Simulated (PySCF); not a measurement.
C$_{5}$H$_{10}$GeO: geometry relaxation

C$_{5}$H$_{10}$GeO, SMILES C=C1CC([O][GeH3])C1, computed with PBE0-D3(BJ)/def2-SVP geometry optimisation, gas phase (PySCF 2.14.0).

It belongs to a series of runs on one base structure; here: constitutional isomer.

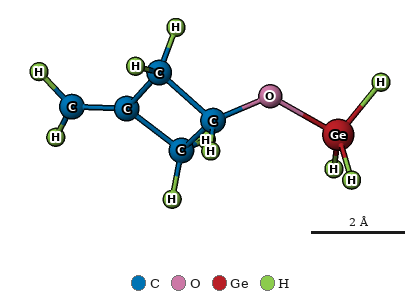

Fig. 1: The structure as given in the input (ball-and-stick view, seen at a tilt). Sticks mark near contacts. Bond lengths as drawn: C–C 1.29 to 1.57 Å, C–H 1.07 to 1.10 Å, C–O 1.37 Å, Ge–H 1.47 to 1.50 Å and Ge–O 1.73 Å.

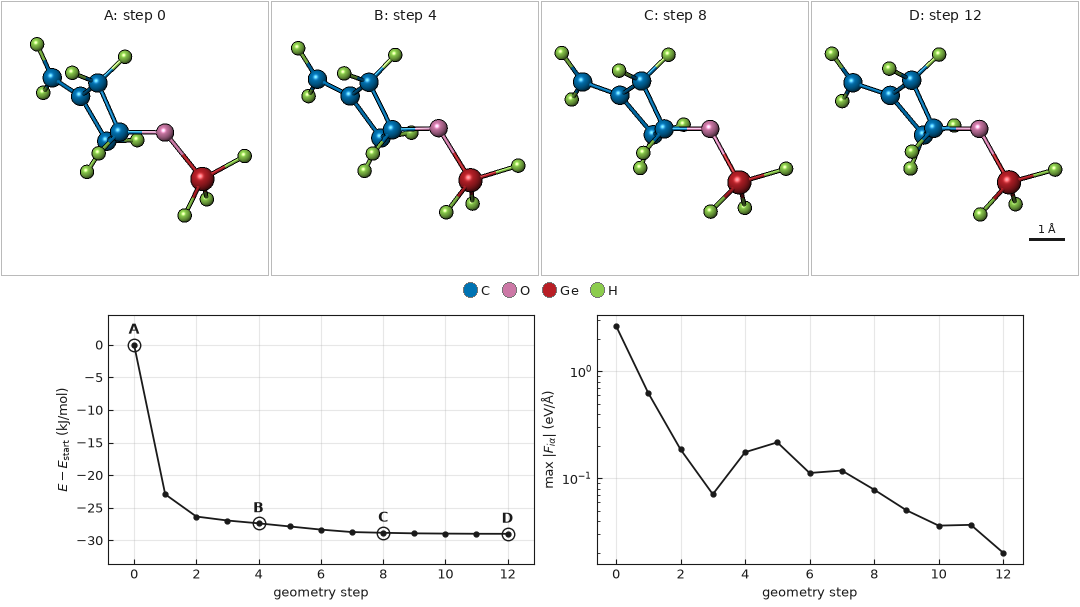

Fig. 2: Frames of the relaxation (ball-and-stick view, seen at a tilt) above the curves, on which the letters mark them (steps are counted from 0).

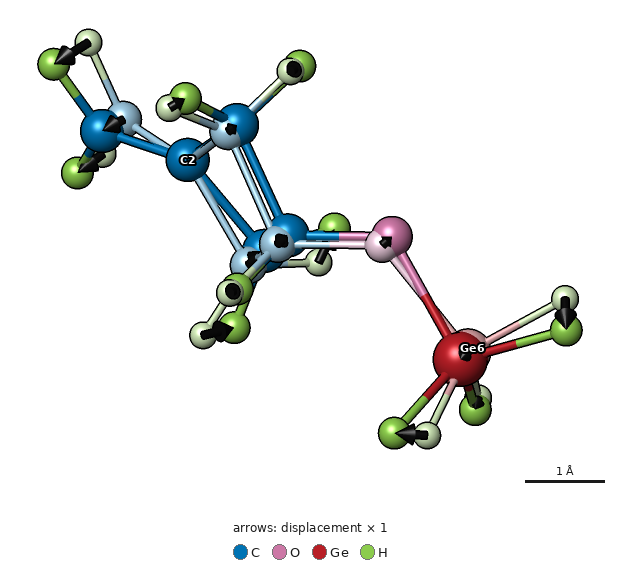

Fig. 3: Start (faint) and end (solid) with the displacements as black arrows, at true length (ball-and-stick view, seen at a tilt). The two geometries are laid on each other by the best rigid fit. The atom that moves furthest after the best rigid fit is H8 (0.59 Å). Largest moves by element: H 0.59 Å, C 0.34 Å, Ge 0.19 Å, O 0.17 Å. Among the contacts that change: Ge6–H13 1.472 → 1.532 Å, O5–Ge6 1.733 → 1.786 Å, C1–C2 1.286 → 1.330 Å, Ge6–H14 1.505 → 1.543 Å. Among the angles that change: C4–O5–Ge6 128.1° → 120.0°, O5–Ge6–H13 99.8° → 104.7°, H8–C1–H9 114.3° → 117.5°. Over 12 geometry steps the energy falls by 29.0 kJ/mol. Largest force component: 2.7 eV/Å at the start, 0.02 eV/Å at the end. (Atoms are counted from 1 in the order of the input.)

These pictures come from the run below.

### Input
```
{"job": {"xc": "PBE0", "basis": "def2-SVP", "d3": "d3bj", "grid": 1, "shake": 0.01, "kind": "geom"}, "charge": 0, "multiplicity": 1}
C     -2.870460     0.592780     0.302600
C     -1.612230     0.327970     0.316330
C     -0.549390     0.444400     1.354090
C      0.416600    -0.398740     0.449500
O      1.629210     0.178160     0.203650
Ge     2.830530    -0.308220    -0.946390
C     -0.657720    -0.302750    -0.672210
H     -3.369050     1.063400     1.143520
H     -3.501790     0.430320    -0.549240
H     -0.151570     1.458520     1.488390
H     -0.762500     0.031460     2.353420
H      0.509200    -1.426000     0.825390
H      3.860180     0.708960    -0.678380
H      3.260930    -1.721440    -0.659300
H      2.291250    -0.240900    -2.346320
H     -0.353790     0.402470    -1.450210
H     -0.985930    -1.228550    -1.124670
```

The first line tells a small driver script what to run in PySCF; the rest is the geometry in Å.

Command:
```bash
OMP_NUM_THREADS=1 python <driver script> task.json out
```

### Log
```
step   0  E = -2347.69027739  max force = 0.051723
step   1  E = -2347.69901180  max force = 0.012187
step   2  E = -2347.70031143  max force = 0.003624
step   3  E = -2347.70054414  max force = 0.001383
step   4  E = -2347.70070871  max force = 0.003413
step   5  E = -2347.70089159  max force = 0.004219
step   6  E = -2347.70107480  max force = 0.002185
step   7  E = -2347.70121831  max force = 0.002300
step   8  E = -2347.70126095  max force = 0.001526
step   9  E = -2347.70129360  max force = 0.000979
step  10  E = -2347.70130813  max force = 0.000705
step  11  E = -2347.70131834  max force = 0.000716
step  12  E = -2347.70132193  max force = 0.000393
optimisation converged
```

### Trajectory as extended XYZ (Å, eV, eV/Å), 13 frames, from step=0 to step=12
```
17
Properties=species:S:1:pos:R:3:forces:R:3 step=0 energy=-63883.90639
C    -2.8705    0.5928    0.3026   -2.6111   0.8627   0.2802
C    -1.6122    0.3280    0.3163    2.6597  -0.7981  -0.2442
C    -0.5494    0.4444    1.3541    0.9799  -0.2694   0.4498
C     0.4166   -0.3987    0.4495   -1.4100   0.2071   0.0799
O     1.6292    0.1782    0.2036   -0.4209   0.8410   1.0370
Ge    2.8305   -0.3082   -0.9464    0.1365  -0.5510  -0.4541
C    -0.6577   -0.3028   -0.6722    0.0585   0.2846   0.3287
H    -3.3691    1.0634    1.1435   -0.0705   0.0722   0.4013
H    -3.5018    0.4303   -0.5492   -0.3445  -0.2567  -0.7327
H    -0.1516    1.4585    1.4884    0.0354   0.1853  -0.0623
H    -0.7625    0.0315    2.3534   -0.0539   0.0089  -0.0222
H     0.5092   -1.4260    0.8254    0.0895  -0.3122   0.0957
H     3.8602    0.7090   -0.6784    1.0166   0.7200   0.0604
H     3.2609   -1.7214   -0.6593    0.2708  -0.6581   0.1610
H     2.2912   -0.2409   -2.3463   -0.2865   0.0771  -0.7266
H    -0.3538    0.4025   -1.4502    0.1152   0.1634  -0.2632
H    -0.9859   -1.2286   -1.1247   -0.1647  -0.5772  -0.3885
17
Properties=species:S:1:pos:R:3:forces:R:3 step=1 energy=-63884.14407
C    -3.2339    0.7184    0.0733    0.3524  -0.1692  -0.0712
C    -1.9217    0.4761    0.0684   -0.3160   0.1815  -0.0056
C    -0.8335    0.5999    1.1090   -0.0110  -0.0551  -0.0449
C     0.1074   -0.1745    0.1589    0.1061   0.0703   0.1244
O     1.3276    0.4732   -0.0184    0.6267  -0.2069  -0.5877
Ge    2.5894   -0.0845   -1.2116   -0.4346   0.2202   0.4171
C    -0.9567   -0.0583   -0.9635   -0.0445  -0.1036  -0.1566
H    -3.7263    1.1047    0.9653   -0.0904   0.0346   0.1138
H    -3.8516    0.5327   -0.8092   -0.0056   0.0074  -0.0188
H    -0.4711    1.6337    1.2295    0.0113   0.0040  -0.0166
H    -1.0272    0.1724    2.1039    0.0124  -0.0180   0.0222
H     0.2484   -1.2244    0.4809   -0.0161  -0.0180  -0.0126
H     3.7460    0.9313   -1.0162   -0.2508  -0.2364  -0.0377
H     3.0177   -1.5413   -0.8663   -0.0831   0.2375  -0.0454
H     2.0075   -0.0170   -2.6543    0.0895  -0.0223   0.2440
H    -0.6729    0.6971   -1.7171   -0.0011  -0.0064   0.0561
H    -1.2516   -0.9858   -1.4857    0.0549   0.0801   0.0194
17
Properties=species:S:1:pos:R:3:forces:R:3 step=2 energy=-63884.17943
C    -3.2277    0.6881    0.0714    0.0284  -0.0849   0.0091
C    -1.9134    0.4815    0.0687   -0.0194   0.1090   0.0020
C    -0.8259    0.6086    1.1113   -0.0014  -0.0548   0.0112
C     0.1256   -0.1435    0.1569   -0.0119   0.0242   0.0263
O     1.3449    0.5023   -0.0258    0.1864  -0.0155  -0.1480
Ge    2.5578   -0.1007   -1.2035   -0.1545   0.0886   0.1714
C    -0.9357   -0.0211   -0.9696   -0.0364  -0.0702  -0.0447
H    -3.7495    1.0382    0.9667    0.0198   0.0052   0.0003
H    -3.8296    0.5053   -0.8231   -0.0109  -0.0048  -0.0029
H    -0.4762    1.6454    1.2442   -0.0070   0.0065  -0.0149
H    -1.0123    0.1643    2.1011    0.0091   0.0136   0.0069
H     0.2713   -1.1974    0.4649   -0.0314  -0.0130  -0.0018
H     3.7282    0.8759   -1.0499    0.0119  -0.0182  -0.0143
H     2.9471   -1.5439   -0.8274   -0.0021  -0.0194   0.0014
H     1.9615   -0.0588   -2.6240   -0.0004  -0.0091  -0.0117
H    -0.6572    0.7510   -1.7062    0.0105   0.0238   0.0326
H    -1.2116   -0.9417   -1.5087    0.0095   0.0191  -0.0229
17
Properties=species:S:1:pos:R:3:forces:R:3 step=3 energy=-63884.18577
C    -3.2309    0.6560    0.0814   -0.0365  -0.0507   0.0586
C    -1.9130    0.4840    0.0663    0.0557   0.0681  -0.0563
C    -0.8237    0.6187    1.1059    0.0072  -0.0331   0.0127
C     0.1311   -0.1163    0.1434   -0.0088  -0.0020  -0.0088
O     1.3523    0.5286   -0.0384   -0.0432   0.0711   0.0410
Ge    2.5511   -0.1144   -1.1912    0.0337  -0.0363  -0.0120
C    -0.9311    0.0123   -0.9833   -0.0157  -0.0623   0.0282
H    -3.7433    0.9861    0.9900   -0.0201  -0.0043  -0.0213
H    -3.8415    0.4674   -0.8065    0.0074   0.0042   0.0113
H    -0.4878    1.6592    1.2452   -0.0032   0.0054  -0.0193
H    -1.0000    0.1641    2.0929    0.0058   0.0224   0.0051
H     0.2781   -1.1733    0.4410   -0.0363  -0.0070  -0.0033
H     3.7435    0.8348   -1.0637    0.0419   0.0208  -0.0043
H     2.9082   -1.5561   -0.7803    0.0064  -0.0341   0.0043
H     1.9591   -0.1001   -2.6128   -0.0077  -0.0007  -0.0349
H    -0.6596    0.8027   -1.7026    0.0075   0.0302   0.0296
H    -1.1952   -0.9002   -1.5404    0.0057   0.0083  -0.0308
17
Properties=species:S:1:pos:R:3:forces:R:3 step=4 energy=-63884.19024
C    -3.2384    0.6110    0.1066   -0.0841  -0.0538  -0.0161
C    -1.9158    0.4879    0.0678    0.0594   0.0751   0.0048
C    -0.8185    0.6356    1.0968    0.0081  -0.0303   0.0281
C     0.1341   -0.0821    0.1213    0.0219   0.0032  -0.0276
O     1.3584    0.5602   -0.0607   -0.1755   0.0939   0.1221
Ge    2.5540   -0.1357   -1.1777    0.1505  -0.1212  -0.1216
C    -0.9333    0.0581   -0.9995   -0.0117  -0.0542   0.0594
H    -3.7611    0.9081    1.0207    0.0370  -0.0043   0.0000
H    -3.8501    0.4132   -0.7781   -0.0060  -0.0015  -0.0058
H    -0.4980    1.6810    1.2377    0.0011   0.0031  -0.0291
H    -0.9772    0.1735    2.0831    0.0048   0.0295   0.0113
H     0.2792   -1.1434    0.4055   -0.0384  -0.0009  -0.0040
H     3.7732    0.7823   -1.0718    0.0268   0.0300   0.0064
H     2.8710   -1.5746   -0.7214    0.0035  -0.0146   0.0037
H     1.9785   -0.1555   -2.6071   -0.0066   0.0093  -0.0218
H    -0.6736    0.8748   -1.6932    0.0067   0.0289   0.0247
H    -1.1852   -0.8410   -1.5830    0.0025   0.0079  -0.0342
17
Properties=species:S:1:pos:R:3:forces:R:3 step=5 energy=-63884.19522
C    -3.2510    0.5287    0.1427   -0.0418  -0.0202   0.0537
C    -1.9245    0.4928    0.0706    0.0673   0.0430  -0.0792
C    -0.8109    0.6677    1.0778   -0.0360  -0.0381   0.0696
C     0.1323   -0.0299    0.0817    0.0726   0.0387  -0.0508
O     1.3623    0.6056   -0.1024   -0.2170   0.0315   0.1227
Ge    2.5662   -0.1723   -1.1559    0.1863  -0.1485  -0.1526
C    -0.9451    0.1325   -1.0247    0.0020  -0.0435   0.0562
H    -3.7560    0.7731    1.0816   -0.0184  -0.0009  -0.0083
H    -3.8775    0.3142   -0.7280    0.0165  -0.0028   0.0043
H    -0.5126    1.7210    1.2098    0.0053   0.0023  -0.0435
H    -0.9380    0.2044    2.0679    0.0048   0.0360   0.0203
H     0.2691   -1.0977    0.3457   -0.0339   0.0054   0.0020
H     3.8206    0.7016   -1.0624   -0.0084   0.0285   0.0168
H     2.8185   -1.6025   -0.6307   -0.0020   0.0173   0.0015
H     2.0292   -0.2397   -2.6008   -0.0036   0.0207   0.0050
H    -0.7046    0.9932   -1.6709    0.0055   0.0194   0.0137
H    -1.1805   -0.7389   -1.6548    0.0007   0.0112  -0.0314
17
Properties=species:S:1:pos:R:3:forces:R:3 step=6 energy=-63884.20021
C    -3.2559    0.4753    0.1728   -0.0227  -0.0270  -0.0108
C    -1.9306    0.4953    0.0716    0.0061   0.0477  -0.0101
C    -0.8069    0.6921    1.0630   -0.0309  -0.0453   0.0395
C     0.1254   -0.0052    0.0556    0.1016   0.0678  -0.0210
O     1.3604    0.6195   -0.1297   -0.1123  -0.0668   0.0382
Ge    2.5814   -0.1974   -1.1444    0.0855  -0.0568  -0.0734
C    -0.9576    0.1744   -1.0407   -0.0096  -0.0222   0.0431
H    -3.7573    0.6915    1.1203    0.0107  -0.0032   0.0069
H    -3.8877    0.2403   -0.6884    0.0014   0.0020  -0.0071
H    -0.5172    1.7503    1.1726    0.0106   0.0033  -0.0416
H    -0.9137    0.2434    2.0623    0.0053   0.0281   0.0095
H     0.2477   -1.0765    0.3115   -0.0197   0.0023   0.0053
H     3.8465    0.6609   -1.0311   -0.0248   0.0118   0.0141
H     2.7961   -1.6230   -0.5907   -0.0034   0.0241  -0.0011
H     2.0792   -0.2747   -2.6020    0.0009   0.0152   0.0179
H    -0.7251    1.0621   -1.6529   -0.0011   0.0072   0.0062
H    -1.1873   -0.6746   -1.7027    0.0024   0.0117  -0.0156
17
Properties=species:S:1:pos:R:3:forces:R:3 step=7 energy=-63884.20411
C    -3.2605    0.4304    0.1917    0.0264  -0.0124   0.0013
C    -1.9375    0.4970    0.0741   -0.0076   0.0268  -0.0049
C    -0.8046    0.7156    1.0506   -0.0382  -0.0462   0.0214
C     0.1172    0.0056    0.0411    0.0609   0.0714   0.0069
O     1.3584    0.6129   -0.1457    0.0226  -0.1183  -0.0308
Ge    2.5970   -0.2169   -1.1392   -0.0418   0.0579   0.0210
C    -0.9689    0.2015   -1.0474   -0.0116  -0.0015  -0.0160
H    -3.7553    0.6233    1.1475   -0.0011   0.0036   0.0061
H    -3.8945    0.1801   -0.6635    0.0010  -0.0033  -0.0032
H    -0.5153    1.7773    1.1239    0.0014   0.0037  -0.0231
H    -0.8961    0.2952    2.0633    0.0080   0.0144   0.0079
H     0.2195   -1.0678    0.2967   -0.0046  -0.0009   0.0056
H     3.8607    0.6380   -0.9858   -0.0198  -0.0081   0.0034
H     2.7857   -1.6447   -0.5852   -0.0009   0.0104  -0.0030
H     2.1276   -0.2752   -2.6080    0.0040   0.0003   0.0147
H    -0.7389    1.1087   -1.6320   -0.0005  -0.0032  -0.0053
H    -1.1970   -0.6273   -1.7352    0.0019   0.0052  -0.0019
17
Properties=species:S:1:pos:R:3:forces:R:3 step=8 energy=-63884.20527
C    -3.2600    0.4226    0.1927    0.0143  -0.0123  -0.0092
C    -1.9378    0.4969    0.0725   -0.0160   0.0154   0.0151
C    -0.8067    0.7226    1.0487   -0.0102  -0.0231  -0.0120
C     0.1147    0.0022    0.0453    0.0207   0.0415   0.0118
O     1.3588    0.5997   -0.1393    0.0555  -0.0785  -0.0240
Ge    2.5990   -0.2171   -1.1407   -0.0582   0.0644   0.0354
C    -0.9679    0.1994   -1.0469   -0.0053   0.0030  -0.0144
H    -3.7542    0.6180    1.1484    0.0002  -0.0014   0.0019
H    -3.8933    0.1631   -0.6603   -0.0033   0.0019  -0.0010
H    -0.5147    1.7848    1.1040    0.0001   0.0036  -0.0070
H    -0.8982    0.3181    2.0677    0.0048   0.0067  -0.0001
H     0.2079   -1.0708    0.3062   -0.0019  -0.0030   0.0040
H     3.8597    0.6360   -0.9634   -0.0034  -0.0080  -0.0020
H     2.7830   -1.6533   -0.6094    0.0016  -0.0020  -0.0023
H     2.1368   -0.2476   -2.6118    0.0015  -0.0049   0.0023
H    -0.7344    1.1068   -1.6298   -0.0015  -0.0035  -0.0027
H    -1.1954   -0.6276   -1.7371    0.0009   0.0003   0.0044
17
Properties=species:S:1:pos:R:3:forces:R:3 step=9 energy=-63884.20616
C    -3.2586    0.4176    0.1853    0.0033  -0.0072  -0.0015
C    -1.9363    0.4966    0.0711   -0.0008   0.0052   0.0083
C    -0.8097    0.7309    1.0498    0.0084  -0.0014  -0.0164
C     0.1149   -0.0037    0.0595   -0.0341   0.0020  -0.0025
O     1.3636    0.5813   -0.1201    0.0504  -0.0047   0.0118
Ge    2.5951   -0.2128   -1.1450   -0.0336   0.0271   0.0145
C    -0.9607    0.1915   -1.0411    0.0043  -0.0030  -0.0190
H    -3.7584    0.6164    1.1375    0.0008   0.0002  -0.0014
H    -3.8866    0.1512   -0.6696   -0.0021   0.0000   0.0012
H    -0.5141    1.7931    1.0869   -0.0049   0.0011   0.0057
H    -0.9052    0.3442    2.0752    0.0017   0.0001   0.0010
H     0.1976   -1.0756    0.3287   -0.0026   0.0003   0.0046
H     3.8589    0.6290   -0.9437    0.0090  -0.0030  -0.0043
H     2.7735   -1.6645   -0.6561    0.0032  -0.0080  -0.0010
H     2.1312   -0.1985   -2.6152   -0.0011  -0.0056  -0.0064
H    -0.7214    1.0951   -1.6278   -0.0016   0.0003   0.0016
H    -1.1864   -0.6381   -1.7286   -0.0002  -0.0035   0.0038
17
Properties=species:S:1:pos:R:3:forces:R:3 step=10 energy=-63884.20655
C    -3.2560    0.4145    0.1777   -0.0054  -0.0047   0.0009
C    -1.9335    0.4965    0.0687   -0.0001   0.0023   0.0027
C    -0.8122    0.7364    1.0517    0.0149   0.0098  -0.0137
C     0.1162   -0.0054    0.0712   -0.0362  -0.0142  -0.0143
O     1.3689    0.5722   -0.1026    0.0248   0.0283   0.0337
Ge    2.5887   -0.2093   -1.1477   -0.0028  -0.0068  -0.0125
C    -0.9524    0.1867   -1.0374    0.0074  -0.0079  -0.0053
H    -3.7597    0.6167    1.1272   -0.0006  -0.0011  -0.0026
H    -3.8801    0.1425   -0.6782   -0.0007   0.0009   0.0015
H    -0.5165    1.7989    1.0819   -0.0034   0.0000   0.0067
H    -0.9125    0.3582    2.0798   -0.0009  -0.0024  -0.0014
H     0.1927   -1.0765    0.3459   -0.0025   0.0018   0.0048
H     3.8600    0.6188   -0.9383    0.0078   0.0013  -0.0025
H     2.7610   -1.6718   -0.6888    0.0024  -0.0051   0.0009
H     2.1172   -0.1654   -2.6150   -0.0022  -0.0026  -0.0053
H    -0.7095    1.0871   -1.6273   -0.0022   0.0026   0.0042
H    -1.1750   -0.6463   -1.7217    0.0000  -0.0022   0.0022
17
Properties=species:S:1:pos:R:3:forces:R:3 step=11 energy=-63884.20683
C    -3.2529    0.4098    0.1693   -0.0055  -0.0014   0.0030
C    -1.9303    0.4967    0.0667    0.0028   0.0011  -0.0047
C    -0.8142    0.7424    1.0542    0.0080   0.0119   0.0006
C     0.1186   -0.0050    0.0828   -0.0192  -0.0140  -0.0198
O     1.3756    0.5664   -0.0841   -0.0035   0.0321   0.0368
Ge    2.5808   -0.2076   -1.1505    0.0174  -0.0253  -0.0283
C    -0.9428    0.1847   -1.0334    0.0046  -0.0113   0.0035
H    -3.7624    0.6129    1.1155    0.0000   0.0002  -0.0011
H    -3.8718    0.1331   -0.6888    0.0007  -0.0004   0.0003
H    -0.5196    1.8052    1.0808   -0.0011  -0.0007   0.0026
H    -0.9194    0.3695    2.0837   -0.0020  -0.0026  -0.0010
H     0.1893   -1.0753    0.3621   -0.0014   0.0023   0.0041
H     3.8618    0.6057   -0.9404    0.0016   0.0035  -0.0002
H     2.7461   -1.6790   -0.7170    0.0007   0.0008   0.0024
H     2.0974   -0.1385   -2.6133   -0.0019   0.0002  -0.0002
H    -0.6972    1.0836   -1.6246   -0.0016   0.0032   0.0038
H    -1.1615   -0.6510   -1.7158    0.0004   0.0004  -0.0017
17
Properties=species:S:1:pos:R:3:forces:R:3 step=12 energy=-63884.20693
C    -3.2508    0.4079    0.1642   -0.0031   0.0001   0.0017
C    -1.9280    0.4969    0.0653    0.0004   0.0002  -0.0048
C    -0.8152    0.7450    1.0559    0.0017   0.0080   0.0042
C     0.1202   -0.0044    0.0890    0.0006  -0.0052  -0.0133
O     1.3796    0.5646   -0.0733   -0.0114   0.0140   0.0202
Ge    2.5758   -0.2076   -1.1524    0.0151  -0.0180  -0.0199
C    -0.9368    0.1841   -1.0314    0.0003  -0.0086   0.0077
H    -3.7633    0.6117    1.1086   -0.0003   0.0003  -0.0002
H    -3.8669    0.1289   -0.6952    0.0009  -0.0005  -0.0001
H    -0.5214    1.8080    1.0828    0.0011  -0.0003  -0.0008
H    -0.9240    0.3730    2.0855   -0.0017  -0.0014  -0.0011
H     0.1882   -1.0742    0.3705   -0.0003   0.0012   0.0025
H     3.8613    0.6001   -0.9470   -0.0022   0.0026   0.0004
H     2.7395   -1.6820   -0.7283   -0.0001   0.0030   0.0022
H     2.0823   -0.1291   -2.6114   -0.0012   0.0006   0.0021
H    -0.6900    1.0829   -1.6222   -0.0002   0.0020   0.0019
H    -1.1529   -0.6523   -1.7136    0.0005   0.0022  -0.0029
```

### Summary

```csv
quantity,value
outcome,converged
total energy,−2347.701322 hartree
dipole moment,1.26 D
point group,C1
hardware,"1 CPU thread, shared host"
wall time,2.7 min
peak memory,0.68 GiB
```
